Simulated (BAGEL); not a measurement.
# H2Se (hydrogen selenide) at HF/STO-3G (density fitting with cc-pvqz-jkfit)

What is the vertical ionisation energy of H2Se (hydrogen selenide) at HF/STO-3G (density fitting with cc-pvqz-jkfit)? 

Program for the calculation: BAGEL 1.2.2.

9 further runs of the same task are left out: 9 set aside as unsound or not needed.

**1. The system as given**

H2Se: 3 atoms, total charge 0, spin state singlet. As SMILES, `[SeH2]`. The coordinates come from a PBE0-D4/def2-TZVP relaxation.

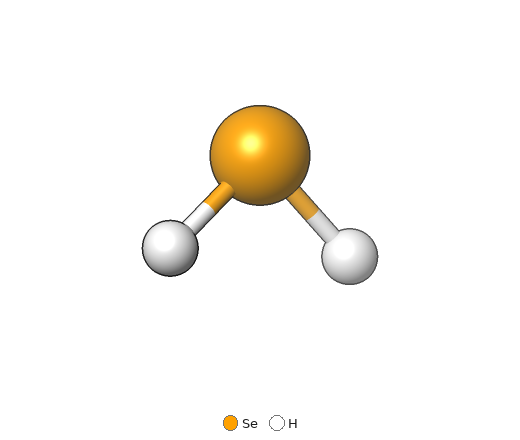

The structure, seen from a chosen angle (selenium orange, hydrogen white).

**2. The energy at HF/STO-3G (density fitting with cc-pvqz-jkfit)**

Input file input.json:

```json
{ "bagel": [

{
  "title": "molecule",
  "basis": "sto-3g",
  "df_basis": "cc-pvqz-jkfit",
  "angstrom": true,
  "geometry": [
    { "atom": "Se", "xyz": [    0.560660,   -0.274700,    0.280190 ] },
    { "atom": "H", "xyz": [    0.045430,    1.091880,    0.143880 ] },
    { "atom": "H", "xyz": [   -0.606090,   -0.817190,   -0.424060 ] }
  ]
},
{ "title": "hf" },
{ "title": "print", "file": "orbitals.molden", "orbitals": true }

]}
```

Run with:

```
$ BAGEL_NUM_THREADS=1 BAGEL input.json > input.out
```

The program printed:

```text
* using 1 threads per process

  ===============================================================
  ===============================================================

  *** Geometry ***

  { "atom" : "Se", "xyz" : [      1.059494,     -0.519108,      0.529482 ] },
  { "atom" : "H", "xyz" : [      0.085850,      2.063354,      0.271894 ] },
  { "atom" : "H", "xyz" : [     -1.145344,     -1.544265,     -0.801357 ] },

  Number of auxiliary basis functions:      320

  Since a DF basis is specified, we compute 2- and 3-index integrals:
    o Being stored without compression. Storage requirement is 0.001 GB

  Number of basis functions:       20
  Number of electrons      :       36

    * METHOD: MOLECULE                             0.06

  *** RHF ***

  === Nuclear Repulsion ===
    24.7844452109

      * DIIS with orbital gradients will be used.

  === RHF iteration (sto-3g) ===
      0      -2374.66686324          0.00973757           0.01
      1      -2374.68564214          0.00041652           0.01
      2      -2374.68567600          0.00008462           0.01
      3      -2374.68567835          0.00001228           0.01
      4      -2374.68567840          0.00000048           0.01
      5      -2374.68567840          0.00000004           0.01
      6      -2374.68567840          0.00000000           0.01
    * SCF iteration converged.

    * Permanent dipole moment:
           (    0.467844,    -0.229220,     0.233802) a.u.

    * METHOD: HF                                   0.08

    * METHOD: PRINT                                0.00

  ===============================================================
```

It took 0.28 s on 1 thread of Arm Neoverse V1, shared host.

**3. The doublet cation at the same level**

Input file calc.json:

```json
{ "bagel" : [

{
  "title" : "molecule",
  "basis" : "sto-3g",
  "df_basis" : "cc-pvqz-jkfit",
  "angstrom" : true,
  "geometry" : [
    { "atom" : "Se", "xyz" : [    0.560660,   -0.274700,    0.280190 ] },
    { "atom" : "H", "xyz" : [    0.045430,    1.091880,    0.143880 ] },
    { "atom" : "H", "xyz" : [   -0.606090,   -0.817190,   -0.424060 ] }
  ]
},
{ "title" : "uhf", "charge" : 1, "nopen" : 1 },
{ "title" : "print", "file" : "orbitals.molden", "orbitals" : true }

]}
```

Run with:

```
$ BAGEL_NUM_THREADS=1 BAGEL calc.json > calc.out
```

The program printed:

```text
* using 1 threads per process

  ===============================================================
  ===============================================================

  *** Geometry ***

  { "atom" : "Se", "xyz" : [      1.059494,     -0.519108,      0.529482 ] },
  { "atom" : "H", "xyz" : [      0.085850,      2.063354,      0.271894 ] },
  { "atom" : "H", "xyz" : [     -1.145344,     -1.544265,     -0.801357 ] },

  Number of auxiliary basis functions:      320

  Since a DF basis is specified, we compute 2- and 3-index integrals:
    o Being stored without compression. Storage requirement is 0.001 GB

  Number of basis functions:       20
  Number of electrons      :       36

    * METHOD: MOLECULE                             0.06

  *** Open-shell HF ***

  === Nuclear Repulsion ===
    24.7844452109

      * DIIS with orbital gradients will be used.

  === UHF iteration (sto-3g) ===
      0      -2374.42081429          0.00607532           0.01
      1      -2374.42353313          0.00117012           0.01
      2      -2374.42389489          0.00028288           0.01
      3      -2374.42406077          0.00003287           0.01
      4      -2374.42413022          0.00000895           0.01
      5      -2374.42415475          0.00000460           0.01
      6      -2374.42416605          0.00000044           0.01
      7      -2374.42416612          0.00000003           0.01
      8      -2374.42416612          0.00000000           0.01
    * SCF iteration converged.

    * S^2 (UHF) is 0.7584

    * Permanent dipole moment:
           (    0.763315,    -0.373989,     0.381462) a.u.

    * METHOD: UHF                                  0.14

    * METHOD: PRINT                                0.00

  ===============================================================
```

It took 0.32 s on 1 thread of Arm Neoverse V1, shared host.

**4. What came out**

Level: HF/STO-3G (density fitting with cc-pvqz-jkfit).

| quantity | value |
| --- | --- |
| singlet H2Se: total energy | -2374.68568 Eh |
| singlet H2Se: dipole moment | 1.45 D |
| singlet H2Se: HOMO energy | -7.55 eV |
| singlet H2Se: LUMO energy | 10.15 eV |
| singlet H2Se: HOMO–LUMO gap | 17.70 eV |
| doublet cation: total energy | -2374.42417 Eh |
| doublet cation: ⟨S²⟩ | 0.758 |
| vertical ionisation energy (to the doublet cation) | 7.116 eV |

In words: Removing an electron at fixed nuclei costs 7.12 eV (164 kcal/mol). The negative HOMO energy of the first species, 7.55 eV, lies 0.43 eV above that difference. In a minimal basis such a difference can be off by several eV, whatever the method.
